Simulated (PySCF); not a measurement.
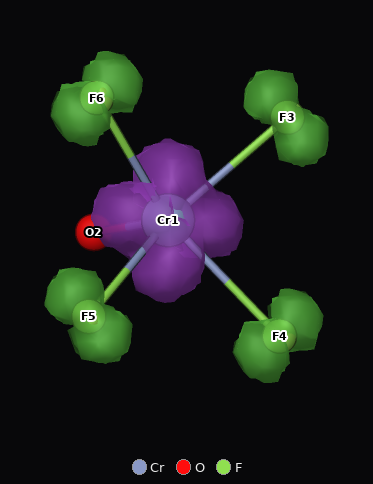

CrF$_{4}$O. Unrelaxed difference density of S₃ less the ground state (TDA singlet states), ±0.15 e/Å³; purple: gain, green: loss.

PySCF calculation, LC-wPBE/def2-SVPD, gas phase; geometry: GFN2-xTB. This is a single-reference result, which may miss multireference character in this system. No frequency check shows the geometry to be a minimum. GFN2-xTB bond lengths at metals and heavier atoms can be off by up to 0.1 Å and shapes distorted, which carries into these values.

Input script:

```python
import numpy as np
from pyscf import gto, scf, dft, tdscf
from pyscf.scf import atom_ks, atom_hf
from scipy.linalg import block_diag

def solve(mol, dm0=None, hcore=None):
    mf = (dft.UKS if mol.spin else dft.RKS)(mol, xc='lc_wpbe')
    mf.grids.level = 3
    mf = mf.density_fit(auxbasis='def2-universal-jkfit')
    mf.conv_tol, mf.max_cycle = 1e-8, 80
    if hcore is not None:
        mf.get_hcore = lambda *args: hcore
    mf.kernel(dm0)
    if not mf.converged:
        mf = mf.newton().run(mf.mo_coeff, mf.mo_occ, max_cycle=30)
    assert mf.converged, 'SCF not converged'
    return mf

mol = gto.M(atom='''
Cr    -0.00006     0.00035     0.03917
O      0.00100    -0.00004     1.60207
F      1.21055    -1.10752    -0.38234
F      1.10785     1.21009    -0.38266
F     -1.21127     1.10746    -0.38171
F     -1.10786    -1.21094    -0.38181
''', basis='def2-svpd', charge=0, spin=0, verbose=4)
mf = solve(mol)
td = mf.TDA()
td.nstates, td.singlet, td.conv_tol = 4, True, 1e-5
td.kernel()
td.analyze()
x, y = np.array([p[0] for p in td.xy]), np.array([p[1] + 0 * p[0] for p in td.xy])
f, mu = td.oscillator_strength(), td.transition_dipole()
nto = [td.get_nto(state=i + 1, verbose=4) for i in range(len(td.e))]
# spherically averaged free atoms, for the promolecule
atm = atom_ks.get_atm_nrks(mol, xc='lc_wpbe')
pro = block_diag(*[(atm[a[0]][2] * atm[a[0]][3]) @ atm[a[0]][2].T for a in mol._atom])
np.savez('result.npz', e=td.e, f=f, ok=td.converged, w=[n[0] for n in nto], nto=[n[1] for n in nto], x=x, y=y, c=mf.mo_coeff, occ=mf.mo_occ, eps=mf.mo_energy, pro=pro, mu=mu)
```

Command:

```sh
OMP_NUM_THREADS=1 python input.py
```

The run took 5.5 min on 1 thread of Arm Neoverse V2, on a shared host, peak memory 0.75 GiB.

### How does the charge move on excitation?

0.70 e is displaced in all, of which about 0.6 e passes between atoms: F3, F4, F5 and F6 (0.15 e each) lose electrons and Cr1 (0.64 e) gains them. The state: 3.34 eV (371 nm), f = 0.000 (dark), ligand-to-metal charge transfer; the leading pair carries 74 %; hole on F3, F4, F5 and F6 (21 % each) and O2 (10 %), electron on Cr1 (69 %), O2 (7 %) and F3, F4, F5 and F6 (6 % each) (shares are of the whole state, not of the leading pair alone); their centroids lie 0.2 Å apart.
